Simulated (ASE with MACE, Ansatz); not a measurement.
## Which site? Ti in place of W in Σ13 (510)[001] symmetric tilt boundary in W with 12 % Re, 8 of 8 solute atoms at the boundaries (64 atoms)

Aim: make Ti in place of W at several sites of Σ13 (510)[001] symmetric tilt boundary in W with 12 % Re, 8 of 8 solute atoms at the boundaries (64 atoms), relax each, and compare their energies.

Main program and level: Ansatz 0.2.0; Kohn-Sham DFT, PBE, PAW (set soft_2), plane waves.

## 1. The starting structure

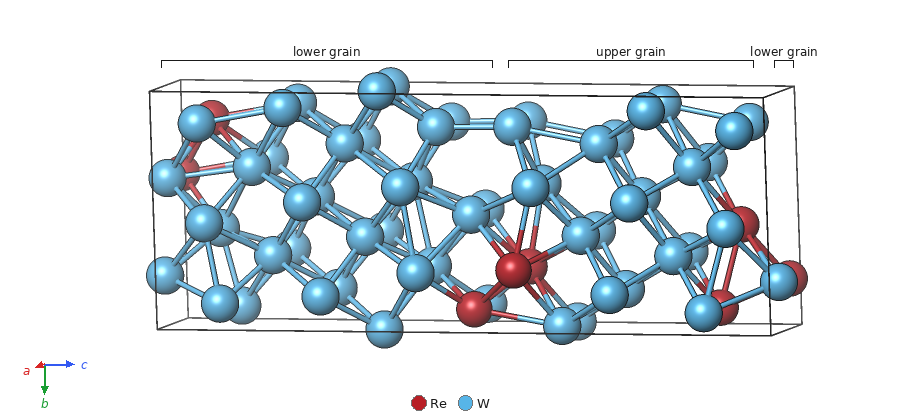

The cell as given, from the side, with the c axis across the page (rhenium red, tungsten blue). Some periodic images of atoms are drawn too.

The cell holds 64 atoms: 8 Re and 56 W. Cell: a = 6.346 Å, b = 8.244 Å, c = 20.843 Å, α = 90.0°, β = 90.0°, γ = 101.1°. It derives from W and Re. Two grains of W, mirror images, two boundaries a cell, the joint chosen and relaxed with the MACE-MP-0b2 potential; the cell scaled by Vegard's rule for 8 Re among 64 atoms, 8 of them put at random on the 21 sites nearest the other grain and the rest on the 21 sites farthest from it; atoms relaxed with that potential at fixed cell. Lattice constants are starting values near those of PBE. Regions: lower grain, 36 atoms (4 Re and 32 W); upper grain, 28 atoms (24 W and 4 Re).

Limits known from the start: Spin–orbit coupling is left out, which matters for the levels of the heavy elements.

## 2. Single point at the start

A single point comes first, to see the forces before anything moves.

input.yaml reads:

```yaml
crystal:
  lattice:
    - [6.34611, 0.0, 0.0]
    - [-1.58653, 8.08974, 0.0]
    - [0.0, 0.0, 20.84326]
  atoms:
    - { symbol: Re, position: [0.11041, 0.38574, 0.00214] }
    - { symbol: Re, position: [0.19719, 0.79854, 0.9908] }
    - { symbol: Re, position: [0.27518, 0.14596, 0.06158] }
    - { symbol: W, position: [0.39086, 0.60098, 0.07649] }
    - { symbol: W, position: [0.47424, 0.92206, 0.11138] }
    - { symbol: W, position: [0.08012, 0.31869, 0.14391] }
    - { symbol: W, position: [0.16716, 0.69435, 0.18001] }
    - { symbol: W, position: [0.26731, 0.07783, 0.20235] }
    - { symbol: W, position: [0.36533, 0.46535, 0.23164] }
    - { symbol: W, position: [0.45915, 0.84438, 0.26855] }
    - { symbol: W, position: [0.05745, 0.24227, 0.29412] }
    - { symbol: W, position: [0.15884, 0.61724, 0.33191] }
    - { symbol: W, position: [0.24963, 0.00582, 0.35341] }
    - { symbol: W, position: [0.35314, 0.39854, 0.39149] }
    - { symbol: W, position: [0.44213, 0.74892, 0.42242] }
    - { symbol: W, position: [0.04246, 0.16172, 0.44029] }
    - { symbol: W, position: [0.12778, 0.52181, 0.4953] }
    - { symbol: W, position: [0.22769, 0.91583, 0.49989] }
    - { symbol: W, position: [0.2858, 0.13816, 0.93845] }
    - { symbol: Re, position: [0.38716, 0.56397, 0.92455] }
    - { symbol: Re, position: [0.48713, 0.90897, 0.89159] }
    - { symbol: W, position: [0.08596, 0.31826, 0.85937] }
    - { symbol: W, position: [0.17583, 0.68986, 0.82787] }
    - { symbol: W, position: [0.26786, 0.06793, 0.79688] }
    - { symbol: W, position: [0.36532, 0.45094, 0.76316] }
    - { symbol: W, position: [0.46102, 0.83659, 0.73692] }
    - { symbol: W, position: [0.05652, 0.2246, 0.7066] }
    - { symbol: W, position: [0.15464, 0.60659, 0.67709] }
    - { symbol: W, position: [0.24829, 0.98571, 0.64558] }
    - { symbol: W, position: [0.35157, 0.40299, 0.60092] }
    - { symbol: Re, position: [0.43754, 0.74714, 0.57969] }
    - { symbol: W, position: [0.03994, 0.15441, 0.56508] }
    - { symbol: W, position: [0.58523, 0.38398, 0.00224] }
    - { symbol: W, position: [0.70221, 0.78785, 0.99898] }
    - { symbol: W, position: [0.78899, 0.14331, 0.06306] }
    - { symbol: W, position: [0.89031, 0.55724, 0.07492] }
    - { symbol: W, position: [0.97725, 0.88964, 0.10103] }
    - { symbol: W, position: [0.58001, 0.33366, 0.13975] }
    - { symbol: W, position: [0.66953, 0.69916, 0.17434] }
    - { symbol: W, position: [0.76847, 0.07554, 0.20239] }
    - { symbol: W, position: [0.86219, 0.46625, 0.23425] }
    - { symbol: W, position: [0.96053, 0.85598, 0.26436] }
    - { symbol: W, position: [0.55742, 0.23213, 0.29122] }
    - { symbol: W, position: [0.66027, 0.61818, 0.32481] }
    - { symbol: W, position: [0.74925, 0.00241, 0.35603] }
    - { symbol: W, position: [0.84847, 0.39961, 0.39422] }
    - { symbol: W, position: [0.93448, 0.75531, 0.4191] }
    - { symbol: W, position: [0.53795, 0.16011, 0.43991] }
    - { symbol: W, position: [0.63031, 0.52237, 0.49715] }
    - { symbol: Re, position: [0.73118, 0.91442, 0.50263] }
    - { symbol: W, position: [0.78837, 0.15177, 0.93866] }
    - { symbol: W, position: [0.88605, 0.55826, 0.92398] }
    - { symbol: W, position: [0.96863, 0.9091, 0.88842] }
    - { symbol: W, position: [0.57764, 0.31505, 0.8571] }
    - { symbol: W, position: [0.66985, 0.68573, 0.82657] }
    - { symbol: W, position: [0.7681, 0.07316, 0.79447] }
    - { symbol: W, position: [0.86871, 0.45651, 0.76761] }
    - { symbol: W, position: [0.96167, 0.83682, 0.73568] }
    - { symbol: W, position: [0.55756, 0.22346, 0.70523] }
    - { symbol: W, position: [0.65254, 0.60503, 0.67595] }
    - { symbol: W, position: [0.74739, 0.97985, 0.64578] }
    - { symbol: W, position: [0.8529, 0.39703, 0.60677] }
    - { symbol: Re, position: [0.93554, 0.73946, 0.57897] }
    - { symbol: W, position: [0.54188, 0.15564, 0.56446] }
kpoints:
  mp_grid: { grid: [3, 2, 1] }
hamiltonian:
  xc: pbe
scf:
  occupations: { method: fermi_dirac, width: 0.1 }
output:
  forces: true
```

Command:

```console
> ansatz run input.yaml --threads 6 --pin off --max-ram 102400MiB --backend cuda --events-out ev --progress --plain --runs-dir out
```

Numbers of over 12 decimals in the logs are rounded to 6 here.

Log:

```text
[...]
Pseudopotentials: kind: paw
Pseudopotential: Re, paw, valence charge 15, recommended cutoff 420 eV (normal), Re.paw.azcp
Pseudopotential: W, paw, valence charge 14, recommended cutoff 420 eV (normal), W.paw.azcp
[... 5 lines on functional and potentials left out ...]
device memory: the entry about to start is reckoned to put 18.2 GiB on a device that reports 58.3 GiB free
GPU FFT provider: cuFFT
GPU libraries: cuBLAS 13.8.2, cuFFT 12.4.0, cuSOLVER 12.3.4
Crystal: 64 atoms, lattice volume = 1070.059 Å³
Basis set: ecut = 420 eV, 20913 PW (Γ), exchange–correlation on 90×120×288 points (8 copies of the dense FFT grid, shifted against one another)
Bands: 543, of which v1, the nominal top of the filled ones, is band 452 counted from 1 (451 counted from 0)
Symmetry: 1 space group operations
Space group: P1 (ITA 1), of the structure as read, at distance tolerance 1.0e-4 Å
k-points: 4 of 6 (time reversal used)
[... 5 lines on functional and potentials left out ...]
Initial density: superposition of atomic densities (neutral atoms: chi_scale 0, normalization atom), corrected by the library's trained network
Initial wavefunctions: pseudopotential atomic-orbital guess
GPU buffer pool allocated for 388800 grid points (all kernels)
GPU transforms: local potential and band sums: pruned to the plane-wave sphere, on 45×60×144
[...]
SCF iter   1: F=—  HF=-668478.399507 eV  |F-HF|=—  |Δ(HF+E_count)|=         —  Δρ=7.04e-3  dr2=3.54e0  ethr=1.77e-3  ⟨swp⟩=4.0  Hψ=7056  notcnv=0
preconditioner: auto → Kerker (q_TF=auto, 2.653 Å⁻¹)  [metal: Δε(μ)=0.022 eV  Ē_g=4.759 eV  σ=0.100 eV  W_gap=0.05  n_scr=338 (ndim 8)  ℏωp=22.5 eV  f_vac=0.000  D(μ)=44.53/eV (n_scr^D=366)]
[...]
SCF iter   7: F=—  HF=-668478.280118 eV  |F-HF|=—  |Δ(HF+E_count)|=   2.21e-9  Δρ=1.63e-6  dr2=1.24e-7  ethr=3.03e-10  ⟨swp⟩=2.0  Hψ=2626  notcnv=0
SCF iter   8: F=-668478.280118 eV  HF=-668478.280118 eV  |F-HF|=4.54e-9  |Δ(HF+E_count)|=    0.00e0  Δρ=4.26e-7  dr2=6.33e-9  ethr=1.11e-11  ⟨swp⟩=3.8  Hψ=5313  notcnv=0
SCF 1 converged in 8 iterations: F = -668478.280118 eV  dr2 = 6.33e-9
[...]
SCF converged after 8 iterations
Free energy (F): -668478.280118 eV
Harris-Foulkes:  -668478.280118 eV  (|F-HF|=4.54e-9)
Internal energy: -668476.793678 eV  (E = F + TS)
E sigma→0 (E₀):  -668477.536898 eV
Entropy (-TS):   -1.486440 eV (-23.226 meV/atom)
Fermi energy:    21.112760 eV
--- Per-component energies (eV) ---
[...]
Σ components = -668478.280118   (vs F -668478.280118, Δ=0.00e0)
--- Forces (eV/Å), atoms counted from 1 ---
  atom   1  Re    -0.94029427    -0.34825200    -0.20309958
  atom   2  Re    -0.10990494     0.37623982    -0.01842069
  atom   3  Re     0.26408182     0.14499188     0.12806460
  atom   4  W      0.14084120    -1.93499568    -0.39498841
[...]
atom  64  W      0.00449848    -0.38258134    -0.22192504
  max |Σ_I F_I| component: 3.84e-5 eV/Å
```

Elapsed: 4.2 s, on 1 × NVIDIA H100 80GB HBM3 with 6 threads of AMD EPYC 7R13 (Zen 3), shared host; peak memory 1.3 GiB.

Reading the cycles: dr2 is the Hartree energy of the density residual (eV), the measure of convergence; HF is the Harris–Foulkes estimate of the energy, which meets the free energy F at convergence.

That memory is the host's; the program planned 18.2 GiB on the GPU.

The r.m.s. force at the start is 0.51 eV/Å.

## 3. Relaxation

With the cell held, the atoms are moved downhill towards a nearby minimum.

input.yaml reads:

```yaml
crystal:
  lattice:
    - [6.34611, 0.0, 0.0]
    - [-1.58653, 8.08974, 0.0]
    - [0.0, 0.0, 20.84326]
  atoms:
    [... the 64 atom lines of step 2 ...]
kpoints:
  mp_grid: { grid: [3, 2, 1] }
hamiltonian:
  xc: pbe
scf:
  occupations: { method: fermi_dirac, width: 0.1 }
output:
  forces: true
relax:
  f_tol: 0.05
  max_steps: 150
```

Log:

```text
[...]
GPU FFT provider: cuFFT
GPU libraries: cuBLAS 13.8.2, cuFFT 12.4.0, cuSOLVER 12.3.4
Crystal: 64 atoms, lattice volume = 1070.059 Å³
Basis set: ecut = 420 eV, 20913 PW (Γ), exchange–correlation on 90×120×288 points (8 copies of the dense FFT grid, shifted against one another)
Bands: 543, of which v1, the nominal top of the filled ones, is band 452 counted from 1 (451 counted from 0)
Symmetry: 1 space group operations
[...]
k-points: 4 of 6 (time reversal used)
[...]
GPU buffer pool allocated for 388800 grid points (all kernels)
[...]
SCF iter   1: F=—  HF=-668478.399507 eV  |F-HF|=—  |Δ(HF+E_count)|=         —  Δρ=7.04e-3  dr2=3.54e0  ethr=1.77e-3  ⟨swp⟩=4.0  Hψ=7056  notcnv=0
[...]
SCF iter   5: F=-668478.280074 eV  HF=-668478.280119 eV  |F-HF|=4.51e-5  |Δ(HF+E_count)|=   1.28e-5  Δρ=2.44e-5  dr2=4.92e-5  ethr=8.62e-8  ⟨swp⟩=2.0  Hψ=2395  notcnv=0
SCF iter   6: F=-668478.280116 eV  HF=-668478.280118 eV  |F-HF|=2.11e-6  |Δ(HF+E_count)|=   8.91e-7  Δρ=5.97e-6  dr2=2.39e-6  ethr=5.44e-9  ⟨swp⟩=2.8  Hψ=5168  notcnv=0
SCF 1 converged in 6 iterations: F = -668478.280116 eV  dr2 = 2.39e-6
[...]
relax step   1: F+E_penalty+E_count = -668478.28011562 eV  Δ(F+E_penalty+E_count) = +0.000e0 eV  max|allowed force component| = 1.935e0 eV/Å  Δτ_max = 0.0000 Å  (6 SCF iters, dr2 threshold 6.25e-5 eV, accepted)
[...]
relax step   2: F+E_penalty+E_count = -668480.43397097 eV  Δ(F+E_penalty+E_count) = -2.154e0 eV  max|allowed force component| = 1.226e0 eV/Å  Δτ_max = 0.1982 Å  (6 SCF iters, dr2 threshold 1.00e-4 eV, accepted)
[...]
relax step   3: F+E_penalty+E_count = -668481.13720997 eV  Δ(F+E_penalty+E_count) = -7.032e-1 eV  max|allowed force component| = 4.021e-1 eV/Å  Δτ_max = 0.2000 Å  (6 SCF iters, dr2 threshold 9.39e-5 eV, accepted)
[...]
relax step   4: F+E_penalty+E_count = -668481.23018497 eV  Δ(F+E_penalty+E_count) = -9.298e-2 eV  max|allowed force component| = 1.845e-1 eV/Å  Δτ_max = 0.1310 Å  (6 SCF iters, dr2 threshold 1.74e-5 eV, accepted)
[...]
relax step   5: F+E_penalty+E_count = -668481.23165791 eV  Δ(F+E_penalty+E_count) = -1.473e-3 eV  max|allowed force component| = 1.817e-1 eV/Å  Δτ_max = 0.0898 Å  (7 SCF iters, dr2 threshold 3.66e-6 eV, accepted)
[...]
relax step   6: F+E_penalty+E_count = -668481.24448523 eV  Δ(F+E_penalty+E_count) = -1.283e-2 eV  max|allowed force component| = 4.284e-2 eV/Å  Δτ_max = 0.0477 Å  (6 SCF iters, dr2 threshold 6.95e-6 eV, accepted)
[...]
relax step   7: F+E_penalty+E_count = -668481.24448560 eV  Δ(F+E_penalty+E_count) = -3.777e-7 eV  max|allowed force component| = 4.286e-2 eV/Å  Δτ_max = 0.0000 Å  (7 SCF iters, accepted)
SCF converged after 7 iterations
Free energy (F): -668481.244486 eV
[...]
Internal energy: -668480.039848 eV  (E = F + TS)
E sigma→0 (E₀):  -668480.642167 eV
Entropy (-TS):   -1.204637 eV (-18.822 meV/atom)
Fermi energy:    21.178235 eV
[...]
Σ components = -668481.244486   (vs F -668481.244486, Δ=0.00e0)
--- Forces (eV/Å), atoms counted from 1 ---
  atom   1  Re     0.02999737     0.00212872     0.04171944
  atom   2  Re    -0.00570224    -0.00283454     0.02681197
  atom   3  Re    -0.01148749     0.01753738     0.00470736
  atom   4  W     -0.01522796    -0.00648481     0.00342972
[...]
atom  64  W      0.00689540     0.00923122    -0.00021032
  max |Σ_I F_I| component: 2.23e-7 eV/Å
--- Relaxed structure (7 steps of the walk, 7 accepted, 0 SCFs on fresh bases) ---
  F+E_penalty+E_count = -668481.24448560 eV   max|allowed force component| = 4.286e-2 eV/Å
  atoms:
    - { symbol: Re, position: [0.094229, 0.378569, -0.00132495] }
    - { symbol: Re, position: [0.207335, 0.818050, 1.006754] }
    - { symbol: Re, position: [0.291401, 0.156218, 0.063326] }
    - { symbol: W, position: [0.386993, 0.552388, 0.077851] }
[...]
- { symbol: W, position: [0.538156, 0.156605, 0.563287] }
```

The job ended after 18 s (1 × NVIDIA H100 80GB HBM3 with 6 threads; peak memory 1.4 GiB; 39 s of CPU time).

That memory is the host's; the program planned 18.2 GiB on the GPU.

The relaxation converged after 7 steps, 2.96 eV below its start, with a largest force component of 0.043 eV/Å.

## 4. Single point at the relaxed geometry

One more single point at the end of the walk gives the fuller output and checks the residual forces.

input.yaml reads:

```yaml
crystal:
  lattice:
    - [6.34611, 0.0, 0.0]
    - [-1.58653, 8.08974, 0.0]
    - [0.0, 0.0, 20.84326]
  atoms:
    - { symbol: Re, position: [0.09423, 0.37857, 0.99868] }
    - { symbol: Re, position: [0.20734, 0.81805, 0.00675] }
    - { symbol: Re, position: [0.2914, 0.15622, 0.06333] }
    - { symbol: W, position: [0.38699, 0.55239, 0.07785] }
    - { symbol: W, position: [0.48044, 0.9205, 0.11024] }
    - { symbol: W, position: [0.08004, 0.31473, 0.14534] }
    [... 52 atom lines left out ...]
    - { symbol: W, position: [0.55636, 0.23106, 0.70693] }
    - { symbol: W, position: [0.65272, 0.61334, 0.673] }
    - { symbol: W, position: [0.74719, 0.99201, 0.64554] }
    - { symbol: W, position: [0.84658, 0.38972, 0.61227] }
    - { symbol: Re, position: [0.93752, 0.75567, 0.58038] }
    - { symbol: W, position: [0.53816, 0.1566, 0.56329] }
kpoints:
  mp_grid: { grid: [3, 2, 1] }
hamiltonian:
  xc: pbe
scf:
  occupations: { method: fermi_dirac, width: 0.1 }
output:
  forces: true
  stress: true
  populations: true
  dos:
    method: { smearing: { sigma: 0.08 } }
    de: 0.1
    projected:
      site_lists:
        Re: [Re]
        W: [W]
        lower_grain: [0, 1, 2, 3, 4, 5, 6, 7, 8, 9, 10, 11, 12, 13, 14, 15, 16, 17, 32, 33, 34, 35, 36, 37, 38, 39, 40, 41, 42, 43, 44, 45, 46, 47, 48, 49]
        upper_grain: [18, 19, 20, 21, 22, 23, 24, 25, 26, 27, 28, 29, 30, 31, 50, 51, 52, 53, 54, 55, 56, 57, 58, 59, 60, 61, 62, 63]
  eigenvalues: true
  write_density: true
  write_potential: true
  volumetric_format: npy
```

Log:

```text
[...]
GPU FFT provider: cuFFT
GPU libraries: cuBLAS 13.8.2, cuFFT 12.4.0, cuSOLVER 12.3.4
Crystal: 64 atoms, lattice volume = 1070.059 Å³
Basis set: ecut = 420 eV, 20913 PW (Γ), exchange–correlation on 90×120×288 points (8 copies of the dense FFT grid, shifted against one another)
Bands: 543, of which v1, the nominal top of the filled ones, is band 452 counted from 1 (451 counted from 0)
Symmetry: 1 space group operations
[...]
k-points: 4 of 6 (time reversal used)
[...]
GPU buffer pool allocated for 388800 grid points (all kernels)
[...]
SCF iter   1: F=—  HF=-668481.359153 eV  |F-HF|=—  |Δ(HF+E_count)|=         —  Δρ=6.59e-3  dr2=1.96e0  ethr=1.77e-3  ⟨swp⟩=4.0  Hψ=7065  notcnv=0
[...]
SCF iter   8: F=-668481.244486 eV  HF=-668481.244486 eV  |F-HF|=5.70e-9  |Δ(HF+E_count)|=   1.06e-8  Δρ=6.27e-7  dr2=9.75e-9  ethr=1.11e-11  ⟨swp⟩=15.2  Hψ=14669  notcnv=0
SCF 1 converged in 8 iterations: F = -668481.244486 eV  dr2 = 9.75e-9
[...]
SCF converged after 8 iterations
Free energy (F): -668481.244486 eV
[...]
Internal energy: -668480.039839 eV  (E = F + TS)
E sigma→0 (E₀):  -668480.642163 eV
Entropy (-TS):   -1.204646 eV (-18.823 meV/atom)
Fermi energy:    21.178241 eV
[...]
--- Forces (eV/Å), atoms counted from 1 ---
  atom   1  Re     0.03019344     0.00170419     0.04047816
  atom   2  Re    -0.00578712    -0.00270230     0.02692107
  atom   3  Re    -0.01138977     0.01730437     0.00281252
  atom   4  W     -0.01503261    -0.00670802     0.00382490
  atom   5  W     -0.01856245    -0.01406110    -0.00760180
  atom   6  W      0.01433396    -0.01507910    -0.02417677
  atom   7  W      0.00749194     0.00676420     0.00948848
  atom   8  W      0.00207489     0.00276276     0.01596379
  atom   9  W     -0.00673738    -0.00486831    -0.00264398
  atom  10  W     -0.00377054     0.00445763    -0.00183784
  atom  11  W     -0.00004363    -0.00209456     0.00465596
  atom  12  W      0.00183812     0.00447496     0.00481826
  atom  13  W      0.00252252    -0.00233426    -0.01054912
  atom  14  W     -0.00152743    -0.01231472    -0.00504660
[...]
atom  63  Re     0.00071023     0.01025510     0.00290635
  atom  64  W      0.00600176     0.00997554    -0.00115082
  max |Σ_I F_I| component: 1.80e-5 eV/Å
--- Stress (GPa, compression-positive) ---
       -6.520698      -0.207524       0.059357
       -0.207524      -6.555828       0.512084
        0.059357       0.512084      -7.191628
  P = ⅓ Tr σ = -6.7561 GPa (-67.561 kbar)
--- Band table (eV) ---
[...]
--- Löwdin populations: 64 sites ---
  site symbol       q [e]
     0     Re     14.8217
     1     Re     14.8529
     2     Re     14.8272
[...]
63      W     13.8844
  spilling = 0.010095 (of n_electrons = 904.000000)
```

The job ended after 7.2 s (1 × NVIDIA H100 80GB HBM3 with 6 threads; peak memory 2.1 GiB).

That memory is the host's; the program planned 20.5 GiB on the GPU.

Numbers from this run:

```yaml
free_energy: -668481.2445 eV
free_energy_per_atom: -10445.0194 eV/atom
scf_cycles: 8
pressure: -6.756 GPa
r_m_s_force_component: 0.01217 eV/Å
longest_force: 0.05599 eV/Å
fermi_energy: 21.18 eV
levels_partly_filled_by_over_2_per_cent: 67
spilling_of_the_projection: 0.01009
```

(Part 1 of 3 ends here.)

[Logs are printed without paths, hosts, clocks, repeated set-up lines and the standing remarks that a program may print on its own settings, such as how far it seeks lower states.]

[Hosts, paths, dates, database ids (printed as entryN), source tags and the programs' standing remarks are cut or masked in the printed files.]
